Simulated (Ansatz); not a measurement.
**Ti$_{3}$Al$_{3}$F: geometry relaxation**

Ti$_{3}$Al$_{3}$F (slab, 7 atoms in the cell), computed with DFT, PBE, plane waves, PAW, PAW set soft_1, no spin polarisation (Ansatz 0.2.0).

The structure derives from an entry of the Crystallography Open Database. The input holds or restrains some coordinates. Forces given for the steps count only the free coordinates. Figures and captions count atoms from 1; the log counts them from 0 in places.

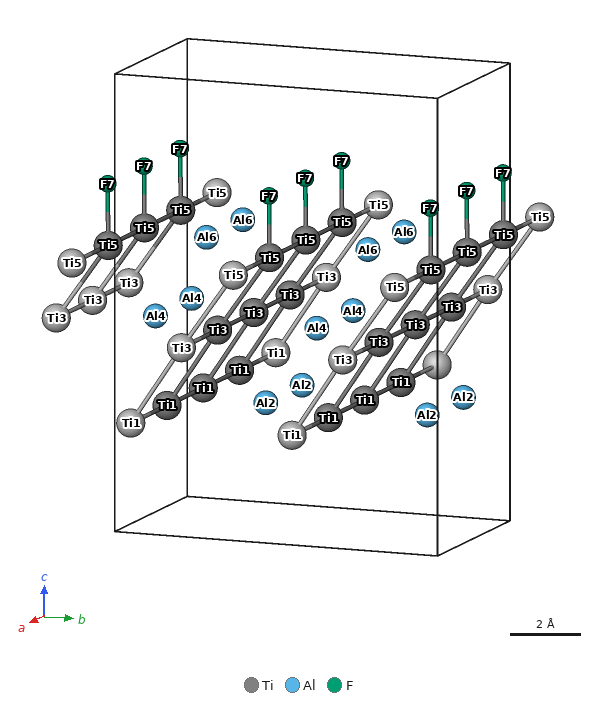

Figure 1. The structure as given in the input (ball-and-stick view of the 2 × 2 repeat of the cell, with the vacuum cut short, seen slightly off an axis; neighbours outside the cell are drawn fainter; atoms are numbered from 1 in the order of the input). An atom can appear more than once, as a periodic image.

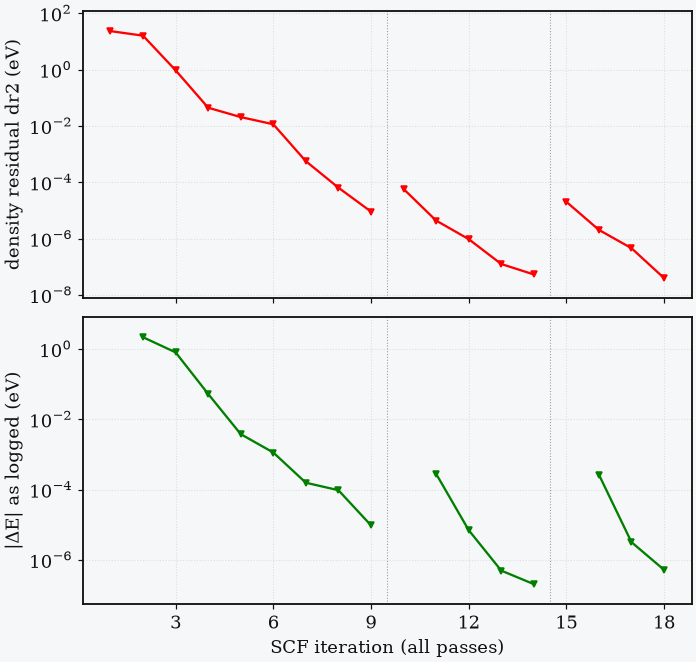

Figure 2. Convergence of the self-consistent field: density residual dr2 and size of the energy change against the SCF iteration. The dotted lines part the SCF passes of the relaxation: geometry steps, rejected trials and re-solves on a re-selected basis. The passes take 9, 5 and 4 iterations.

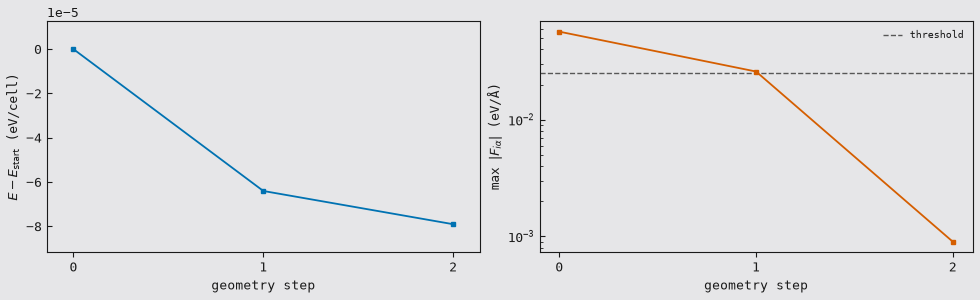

Figure 3. Progress of the restrained relaxation, step by step (the first geometry is step 0 here and step 1 in the log). No atom moves by more than 0.005 Å. The lattice vectors keep their values. The energy falls by 0.1 meV per cell of the calculation in 2 geometry steps. The largest force component goes from 0.057 to 0.0009 eV/Å.

The input that produced these results follows, with the program's output.

The input:
```yaml
crystal:
  lattice:
    - [2.8218574242, 0.0, 0.0]
    - [0.0, 4.9580382206, 0.0]
    - [0.0, 0.0, 20.1871503802]
  atoms:
    - { symbol: Ti, position: [0.0, 0.32392942, 0.1981458465] }
    - { symbol: Al, position: [0.5, 0.82392942, 0.1981458465] }
    - { symbol: Ti, position: [0.0, 0.637647225, 0.3123548609] }
    - { symbol: Al, position: [0.5, 0.1401678736, 0.311326679] }
    - { symbol: Ti, position: [0.0, 0.9594831214, 0.4225709853] }
    - { symbol: Al, position: [0.5, 0.4565330415, 0.4303306914] }
    - { symbol: F, position: [1.0, 0.9565330415, 0.511540011] }
kpoints:
  mp_grid: { grid: [9, 6, 1] }
hamiltonian:
  xc: pbe
  pseudopotentials: { kind: paw, azcp: { folder: soft_1 } }
scf:
  occupations: { method: gaussian, width: 0.1 }
  algorithm: density_mixing
output:
  forces: true
  eigenvalues: true
relax:
  adjacent_minimum: "off"
  f_tol: 0.025
  max_steps: 16
  constraints: [{ sites: [0, 1, 2, 3, 4, 5] }, { sites: [6], fix: xy }]
efield:
  axis: 3
  dipole_correction: true
  ramp_width: 0.04
```

Launched with:
```bash
ansatz run input.yaml --threads 1 --pin off --max-ram 3072MiB --backend cpu --events-out ev --progress --plain --runs-dir out
```

The program's output:
```
Engine: ansatz 0.2.0, x86_64-unknown-linux-gnu
Pseudopotentials: kind: paw
Pseudopotential: Ti, paw, valence charge 12, recommended cutoff 420 eV (normal), [file]
Pseudopotential: Al, paw, valence charge 3, recommended cutoff 420 eV (normal), [file]
Pseudopotential: F, paw, valence charge 7, recommended cutoff 420 eV (normal), [file]
Functional definition: PBE
  parameter kappa = 0.804
  parameter beta = 0.06672455060314922
  exchange = pbe_x(kappa = kappa, mu = beta*pi^2/3)
  correlation = pbe_c(beta = beta)
Crystal: 7 atoms, lattice volume = 282.436 Å³
Basis set: ecut = 420 eV, 5555 PW (Γ), exchange–correlation on 40×72×270 points (8 copies of the dense FFT grid, shifted against one another)
Bands: 33, of which v1, the nominal top of the filled ones, is band 26 counted from 1 (25 counted from 0)
Symmetry: 2 space group operations
Space group: Pm (ITA 6), of the structure as read, at distance tolerance 6.6e-5 Å
k-points: 20 of 54 (time reversal used)
Non-local potential: Ti, projectors of the file, l = 0: 3, l = 1: 2, l = 2: 3, l = 3: 1
Non-local potential: Al, projectors of the file, l = 0: 2, l = 1: 2, l = 2: 1
Non-local potential: F, projectors of the file, l = 0: 2, l = 1: 2, l = 2: 1
PAW form: soft (Blöchl's): semilocal exchange-correlation on the pseudo side does not see the compensation charge
PAW one-centre angular grid: Ti, 590 points (default); XC on 64 Gauss nodes
PAW one-centre angular grid: Al, 110 points (default); XC on 64 Gauss nodes
PAW one-centre angular grid: F, 110 points (default); XC on 64 Gauss nodes
Initial density: superposition of atomic densities (neutral atoms: chi_scale 0, normalization atom)
Initial wavefunctions: pseudopotential atomic-orbital guess
Functional: x = pbe(κ = 0.804, μ = 0.2195149727645171), c = pbe(β = 0.06672455060314922)
SCF iter   1: F=—  HF=-9923.523081 eV  |F-HF|=—  |Δ(HF+E_count)|=         —  Δρ=4.62e-2  dr2=2.31e1  ethr=3.10e-3  p=-0.000 e·Å  D=-1.17e-6 V/Å  ΔV_dip=0.00 eV  dr2_dipole=1.87e0  V_vac-E_F(+/−)=7.74/7.74 eV  ⟨swp⟩=8.9  Hψ=3488  notcnv=0
efield: sawtooth ramp at fractional position 0.8348 (placed from the atoms, in the widest stretch of the axis that holds none; the zero of the levels goes with the place), width 0.0400; the density the first Hamiltonian is built on has a dipole p = -0.000 e·Å; the dipole correction subtracts the counter field D = -1.17e-6 V/Å, which shifts the + side's vacuum level by +0.00 eV against the − side's; the planar-averaged density in the ramp window peaks in size at 9.5e-7 e/Å³
preconditioner: auto → LDOS  [metal: Δε(μ)=0.043 eV  Ē_g=4.794 eV  σ=0.100 eV  W_gap=0.23  n_scr=34 (ndim 8)  ℏωp=11.3 eV  f_vac=0.518  D(μ)=5.06/eV (n_scr^D=28)  β→1.0]
SCF iter   2: F=—  HF=-9921.366606 eV  |F-HF|=—  |Δ(HF+E_count)|=    2.16e0  Δρ=4.93e-2  dr2=1.59e1  ethr=3.10e-3  p=-0.119 e·Å  D=-7.61e-2 V/Å  ΔV_dip=1.54 eV  dr2_dipole=2.14e0  V_vac-E_F(+/−)=5.78/4.25 eV  ⟨swp⟩=4.0  Hψ=1849  notcnv=0  defer=31
SCF iter   3: F=—  HF=-9920.566587 eV  |F-HF|=—  |Δ(HF+E_count)|=   8.00e-1  Δρ=9.48e-3  dr2=9.40e-1  ethr=3.10e-3  p=-0.076 e·Å  D=-4.87e-2 V/Å  ΔV_dip=0.98 eV  dr2_dipole=2.01e-1  V_vac-E_F(+/−)=6.19/5.20 eV  ⟨swp⟩=3.2  Hψ=1502  notcnv=0  defer=21
SCF iter   4: F=—  HF=-9920.514092 eV  |F-HF|=—  |Δ(HF+E_count)|=   5.25e-2  Δρ=3.17e-3  dr2=4.41e-2  ethr=1.81e-3  p=-0.128 e·Å  D=-8.22e-2 V/Å  ΔV_dip=1.66 eV  dr2_dipole=3.59e-4  V_vac-E_F(+/−)=6.19/4.53 eV  ⟨swp⟩=2.0  Hψ=873  notcnv=0  defer=22
SCF iter   5: F=—  HF=-9920.510322 eV  |F-HF|=—  |Δ(HF+E_count)|=   3.77e-3  Δρ=2.05e-3  dr2=2.05e-2  ethr=8.48e-5  p=-0.135 e·Å  D=-8.65e-2 V/Å  ΔV_dip=1.75 eV  dr2_dipole=4.69e-4  V_vac-E_F(+/−)=6.05/4.30 eV  ⟨swp⟩=3.2  Hψ=1290  notcnv=0  defer=22
SCF iter   6: F=—  HF=-9920.511449 eV  |F-HF|=—  |Δ(HF+E_count)|=   1.13e-3  Δρ=1.11e-3  dr2=1.14e-2  ethr=3.95e-5  p=-0.139 e·Å  D=-8.87e-2 V/Å  ΔV_dip=1.79 eV  dr2_dipole=1.43e-3  V_vac-E_F(+/−)=6.05/4.26 eV  ⟨swp⟩=1.1  Hψ=659  notcnv=0  defer=22
SCF iter   7: F=—  HF=-9920.511293 eV  |F-HF|=—  |Δ(HF+E_count)|=   1.56e-4  Δρ=3.14e-4  dr2=5.58e-4  ethr=2.18e-5  p=-0.141 e·Å  D=-9.01e-2 V/Å  ΔV_dip=1.82 eV  dr2_dipole=1.29e-6  V_vac-E_F(+/−)=6.06/4.24 eV  ⟨swp⟩=1.1  Hψ=659  notcnv=0  defer=22
SCF iter   8: F=—  HF=-9920.511389 eV  |F-HF|=—  |Δ(HF+E_count)|=   9.56e-5  Δρ=8.72e-5  dr2=6.40e-5  ethr=1.07e-6  p=-0.141 e·Å  D=-9.05e-2 V/Å  ΔV_dip=1.83 eV  dr2_dipole=2.11e-5  V_vac-E_F(+/−)=6.06/4.23 eV  ⟨swp⟩=2.2  Hψ=879  notcnv=0  defer=22
SCF iter   9: F=-9920.511389 eV  HF=-9920.511398 eV  |F-HF|=9.18e-6  |Δ(HF+E_count)|=   9.59e-6  Δρ=3.27e-5  dr2=9.07e-6  ethr=3.00e-8  p=-0.142 e·Å  D=-9.07e-2 V/Å  ΔV_dip=1.83 eV  dr2_dipole=3.89e-6  V_vac-E_F(+/−)=6.06/4.23 eV  ⟨swp⟩=14.8  Hψ=3624  notcnv=0
SCF 1 converged in 9 iterations: F = -9920.511389 eV  dr2 = 9.07e-6
  greatest PAW one-centre occupation: 0.999 electrons in one spin orbital (limit 2), on the Ti atom at site 4 (counted from 0), in its partial waves of l = 0
relax step   1: F+E_penalty+E_count = -9920.51138929 eV  Δ(F+E_penalty+E_count) = +0.000e0 eV  max|allowed force component| = 5.679e-2 eV/Å  Δτ_max = 0.0000 Å  (9 SCF iters, dr2 threshold 1.56e-5 eV, accepted)
Initial density: handed on by an earlier stage of this run
Initial wavefunctions: those handed on with the density
iter 1 solved again at ethr=1.08e-7 eV; its pass at ethr=3.10e-3 eV (dr2=5.61e-5 eV) is discarded
SCF iter   1: F=—  HF=-9920.511726 eV  |F-HF|=—  |Δ(HF+E_count)|=         —  Δρ=7.47e-5  dr2=5.77e-5  ethr=1.08e-7  p=-0.142 e·Å  D=-9.07e-2 V/Å  ΔV_dip=1.83 eV  dr2_dipole=2.73e-5  V_vac-E_F(+/−)=6.06/4.23 eV  ⟨swp⟩=1.1  Hψ=1803  notcnv=0
efield: sawtooth ramp at fractional position 0.8348 (handed on by an earlier solve), width 0.0400; the density the first Hamiltonian is built on has a dipole p = -0.142 e·Å; the dipole correction subtracts the counter field D = -9.07e-2 V/Å, which shifts the + side's vacuum level by +1.83 eV against the − side's; the planar-averaged density in the ramp window peaks in size at 2.4e-6 e/Å³
preconditioner: auto → LDOS  [metal: Δε(μ)=0.010 eV  Ē_g=4.270 eV  σ=0.100 eV  W_gap=0.05  n_scr=34 (ndim 8)  ℏωp=11.3 eV  f_vac=0.538  D(μ)=8.81/eV (n_scr^D=50)  β→1.0]
SCF iter   2: F=—  HF=-9920.511446 eV  |F-HF|=—  |Δ(HF+E_count)|=   2.81e-4  Δρ=4.04e-5  dr2=4.36e-6  ethr=1.08e-7  p=-0.142 e·Å  D=-9.11e-2 V/Å  ΔV_dip=1.84 eV  dr2_dipole=1.19e-8  V_vac-E_F(+/−)=6.07/4.23 eV  ⟨swp⟩=2.0  Hψ=829  notcnv=0
SCF iter   3: F=—  HF=-9920.511453 eV  |F-HF|=—  |Δ(HF+E_count)|=   7.02e-6  Δρ=1.80e-5  dr2=9.56e-7  ethr=8.39e-9  p=-0.142 e·Å  D=-9.11e-2 V/Å  ΔV_dip=1.84 eV  dr2_dipole=1.21e-7  V_vac-E_F(+/−)=6.07/4.23 eV  ⟨swp⟩=2.9  Hψ=1163  notcnv=0
SCF iter   4: F=—  HF=-9920.511453 eV  |F-HF|=—  |Δ(HF+E_count)|=   4.93e-7  Δρ=5.07e-6  dr2=1.25e-7  ethr=1.84e-9  p=-0.142 e·Å  D=-9.11e-2 V/Å  ΔV_dip=1.84 eV  dr2_dipole=2.21e-8  V_vac-E_F(+/−)=6.07/4.23 eV  ⟨swp⟩=2.1  Hψ=1109  notcnv=0
SCF iter   5: F=-9920.511453 eV  HF=-9920.511453 eV  |F-HF|=2.59e-8  |Δ(HF+E_count)|=   2.03e-7  Δρ=2.89e-6  dr2=5.32e-8  ethr=1.92e-10  p=-0.142 e·Å  D=-9.12e-2 V/Å  ΔV_dip=1.84 eV  dr2_dipole=2.32e-10  V_vac-E_F(+/−)=6.07/4.23 eV  ⟨swp⟩=7.2  Hψ=2632  notcnv=0
SCF 2 converged in 5 iterations: F = -9920.511453 eV  dr2 = 5.32e-8
relax step   2: F+E_penalty+E_count = -9920.51145328 eV  Δ(F+E_penalty+E_count) = -6.399e-5 eV  max|allowed force component| = 2.586e-2 eV/Å  Δτ_max = 0.0013 Å  (5 SCF iters, accepted)
SCF iter   1: F=—  HF=-9920.511730 eV  |F-HF|=—  |Δ(HF+E_count)|=         —  Δρ=4.71e-5  dr2=2.02e-5  ethr=7.79e-7  p=-0.142 e·Å  D=-9.12e-2 V/Å  ΔV_dip=1.84 eV  dr2_dipole=7.44e-6  V_vac-E_F(+/−)=6.07/4.23 eV  ⟨swp⟩=1.9  Hψ=998  notcnv=0
efield: sawtooth ramp at fractional position 0.8348 (handed on by an earlier solve), width 0.0400; the density the first Hamiltonian is built on has a dipole p = -0.142 e·Å; the dipole correction subtracts the counter field D = -9.12e-2 V/Å, which shifts the + side's vacuum level by +1.84 eV against the − side's; the planar-averaged density in the ramp window peaks in size at 2.4e-6 e/Å³
preconditioner: auto → LDOS  [metal: Δε(μ)=0.010 eV  Ē_g=4.268 eV  σ=0.100 eV  W_gap=0.06  n_scr=34 (ndim 8)  ℏωp=11.3 eV  f_vac=0.538  D(μ)=8.82/eV (n_scr^D=50)  β→1.0]
SCF iter   2: F=—  HF=-9920.511464 eV  |F-HF|=—  |Δ(HF+E_count)|=   2.66e-4  Δρ=2.77e-5  dr2=2.03e-6  ethr=3.89e-8  p=-0.143 e·Å  D=-9.15e-2 V/Å  ΔV_dip=1.85 eV  dr2_dipole=9.54e-9  V_vac-E_F(+/−)=6.07/4.23 eV  ⟨swp⟩=2.0  Hψ=1220  notcnv=0
SCF iter   3: F=—  HF=-9920.511467 eV  |F-HF|=—  |Δ(HF+E_count)|=   3.18e-6  Δρ=9.82e-6  dr2=4.55e-7  ethr=3.90e-9  p=-0.143 e·Å  D=-9.15e-2 V/Å  ΔV_dip=1.85 eV  dr2_dipole=5.63e-9  V_vac-E_F(+/−)=6.07/4.23 eV  ⟨swp⟩=2.8  Hψ=1170  notcnv=0
SCF iter   4: F=-9920.511468 eV  HF=-9920.511467 eV  |F-HF|=2.31e-7  |Δ(HF+E_count)|=   5.19e-7  Δρ=2.76e-6  dr2=3.97e-8  ethr=1.92e-10  p=-0.143 e·Å  D=-9.15e-2 V/Å  ΔV_dip=1.85 eV  dr2_dipole=9.92e-9  V_vac-E_F(+/−)=6.07/4.23 eV  ⟨swp⟩=5.7  Hψ=2971  notcnv=0
SCF 3 converged in 4 iterations: F = -9920.511468 eV  dr2 = 3.97e-8
relax step   3: F+E_penalty+E_count = -9920.51146752 eV  Δ(F+E_penalty+E_count) = -1.424e-5 eV  max|allowed force component| = 9.001e-4 eV/Å  Δτ_max = 0.0011 Å  (4 SCF iters, accepted)
SCF converged after 4 iterations
Free energy (F): -9920.511468 eV
Harris-Foulkes:  -9920.511467 eV  (|F-HF|=2.31e-7)
Internal energy: -9920.467380 eV  (E = F + TS)
E sigma→0 (E₀):  -9920.489424 eV
Entropy (-TS):   -0.044087 eV (-6.298 meV/atom)
Fermi energy:    0.760244 eV
Dipole field:    D = -0.091595 V/Å  (p = -0.142964 e·Å, saw-weighted, corrected)
Work function:   Φ+ = 6.0735 eV   Φ− = 4.2244 eV
Levels:          The Fermi level and band energies are counted from a zero that moves with the ramp; work functions are not
--- Per-component energies (eV) ---
  E_band       = -1025.069390
  E_kinetic    = 1105.012385
  E_local      = -26530.299551  (includes V_loc(G=0)·N_el)
  E_nonlocal   = 301.041481
  E_hartree    = 12662.322235
  E_xc         = -536.072129
  E_vxc        = -619.234222  (∫ρ·V_xc dr)
  E_paw        = -4739.967252  (= ΣΔE_a)
  E_vpaw       = -604.672750  (= ΣTr[D̂ρ^β])
  E_aug_tail   = 0.000437  (compensation charges beyond the density's cutoff)
  E_efield     = 0.006547  (sawtooth field / dipole correction)
  E_vefield    = -1.565917  (∫n·V_field dr)
  E_ewald      = 7817.488466
  E_smearing   = -0.044087  (= −TS)
  E_closure    = -0.000000  (closes the sum)
  Σ components = -9920.511468   (vs F -9920.511468, Δ=0.00e0)
--- Forces (eV/Å), atoms counted from 1 ---
  atom   1  Ti     0.00000000     0.02418617     0.33510138
  atom   2  Al    -0.00000000    -0.04246031    -0.31599972
  atom   3  Ti    -0.00000000    -0.38252443    -0.34145771
  atom   4  Al     0.00000000     0.33538712    -0.20177989
  atom   5  Ti     0.00000000     0.47971945     1.24025562
  atom   6  Al    -0.00000000    -0.18545718    -0.71706638
  atom   7  F     -0.00000000    -0.22885734     0.00090005
  max |Σ_I F_I| component: 4.67e-5 eV/Å
--- Band table (eV; the first three rows and the last of 20) ---
  k-point 0: bands = ["-56.2769", "-56.0873", "-55.7396", "-32.9296", "-32.5524", "-32.5251", "-32.3590", "-32.1818", "-32.1440", "-31.9802", "-31.9298", "-31.7137", "-22.5498", "-7.7276", "-6.2189", "-4.7754", "-4.5118", "-4.4504", "-3.3108", "-1.5609", "-1.4370", "-1.1542", "-0.8509", "-0.0578", "0.1623", "0.5026", "0.7553", "0.9264", "1.7971", "2.0239", "2.5521", "2.5750", "2.8370"]
  k-point 1: bands = ["-56.2769", "-56.0872", "-55.7396", "-32.9297", "-32.5527", "-32.5256", "-32.3595", "-32.1818", "-32.1439", "-31.9801", "-31.9298", "-31.7138", "-22.5496", "-7.5677", "-6.1161", "-4.8513", "-4.5970", "-4.2736", "-3.3105", "-2.4904", "-1.8223", "-0.7618", "-0.4837", "-0.0668", "0.0719", "0.3902", "0.6716", "1.0174", "1.6371", "2.0144", "2.5628", "2.7768", "2.8305"]
  k-point 2: bands = ["-56.2768", "-56.0872", "-55.7396", "-32.9299", "-32.5533", "-32.5264", "-32.3605", "-32.1818", "-32.1437", "-31.9801", "-31.9298", "-31.7138", "-22.5491", "-7.1318", "-5.9671", "-4.9982", "-4.6668", "-4.1736", "-3.3099", "-3.1264", "-2.4521", "-1.1183", "-0.5111", "0.0378", "0.1320", "0.4362", "0.5448", "1.1593", "1.6632", "2.1625", "2.5385", "2.6868", "2.8487"]
  k-point 19: bands = ["-56.2220", "-56.0325", "-55.6839", "-32.8739", "-32.6261", "-32.4981", "-32.4744", "-32.4236", "-32.3058", "-32.1643", "-32.0882", "-31.8820", "-22.3714", "-4.9147", "-4.5789", "-4.1817", "-3.9851", "-3.0652", "-2.4241", "-1.8397", "-1.2811", "-0.8811", "-0.1997", "0.1732", "0.3400", "0.5738", "0.9404", "1.2738", "1.3927", "1.7799", "2.0245", "2.1205", "2.3165"]
--- Relaxed structure (3 steps of the walk, 3 accepted, 0 SCFs on fresh bases) ---
  F+E_penalty+E_count = -9920.51146752 eV   max|allowed force component| = 9.001e-4 eV/Å
  atoms:
    - { symbol: Ti, position: [0.0, 0.3239294200000001, 0.19814584650000003] }
    - { symbol: Al, position: [0.5, 0.8239294200000002, 0.19814584650000003] }
    - { symbol: Ti, position: [0.0, 0.6376472250000002, 0.3123548609] }
    - { symbol: Al, position: [0.5, 0.14016787360000002, 0.31132667900000005] }
    - { symbol: Ti, position: [0.0, 0.9594831214000001, 0.42257098530000003] }
    - { symbol: Al, position: [0.5, 0.45653304150000007, 0.4303306914000001] }
    - { symbol: F, position: [1.0, 0.9565330415000001, 0.5116566387462709] }
```

Trajectory as extended XYZ (Å, eV, eV/Å), 3 frames, from step=1 to step=3:
```
7
Lattice="2.8219 0.0000 0.0000 0.0000 4.9580 0.0000 0.0000 0.0000 20.1872" Properties=species:S:1:pos:R:3:forces:R:3 step=1 energy=-9920.51139
Ti    0.0000    1.6061    4.0000    0.0000   0.0240   0.3354
Al    1.4109    4.0851    4.0000    0.0000  -0.0425  -0.3159
Ti    0.0000    3.1615    6.3056    0.0000  -0.3828  -0.3423
Al    1.4109    0.6950    6.2848    0.0000   0.3360  -0.2022
Ti    0.0000    4.7572    8.5305    0.0000   0.4807   1.1898
Al    1.4109    2.2635    8.6872    0.0000  -0.1857  -0.7200
F     2.8219    4.7425   10.3265    0.0000  -0.2298   0.0568
7
Lattice="2.8219 0.0000 0.0000 0.0000 4.9580 0.0000 0.0000 0.0000 20.1872" Properties=species:S:1:pos:R:3:forces:R:3 step=2 energy=-9920.51145
Ti    0.0000    1.6061    4.0000    0.0000   0.0241   0.3351
Al    1.4109    4.0851    4.0000    0.0000  -0.0425  -0.3161
Ti    0.0000    3.1615    6.3056    0.0000  -0.3827  -0.3420
Al    1.4109    0.6950    6.2848    0.0000   0.3357  -0.2023
Ti    0.0000    4.7572    8.5305    0.0000   0.4801   1.2177
Al    1.4109    2.2635    8.6872    0.0000  -0.1855  -0.7184
F     2.8219    4.7425   10.3278    0.0000  -0.2293   0.0259
7
Lattice="2.8219 0.0000 0.0000 0.0000 4.9580 0.0000 0.0000 0.0000 20.1872" Properties=species:S:1:pos:R:3:forces:R:3 step=3 energy=-9920.51147
Ti    0.0000    1.6061    4.0000    0.0000   0.0242   0.3351
Al    1.4109    4.0851    4.0000    0.0000  -0.0425  -0.3160
Ti    0.0000    3.1615    6.3056    0.0000  -0.3825  -0.3415
Al    1.4109    0.6950    6.2848    0.0000   0.3354  -0.2018
Ti    0.0000    4.7572    8.5305    0.0000   0.4797   1.2403
Al    1.4109    2.2635    8.6872    0.0000  -0.1855  -0.7171
F     2.8219    4.7425   10.3289    0.0000  -0.2289   0.0009
```

Results in brief:

- outcome: converged under the restraints of the input
- electrons treated: 52
- free energy: −9920.5115 eV
- Fermi energy: 0.760 eV
- gap on the k-point mesh: none (metallic)
- final volume: 282.44 Å³
- largest force (length of the vector) at the end, held atoms and coordinates included: 1.330 eV/Å
- hardware: 1 thread of Intel Xeon (Sapphire Rapids), 16 GiB of memory available, shared host
- wall time: 34 s
- peak memory: 0.58 GiB

Remarks:

Settings chosen away from the usual ones: scf.algorithm set to density_mixing; basis.ecutwfc removed.
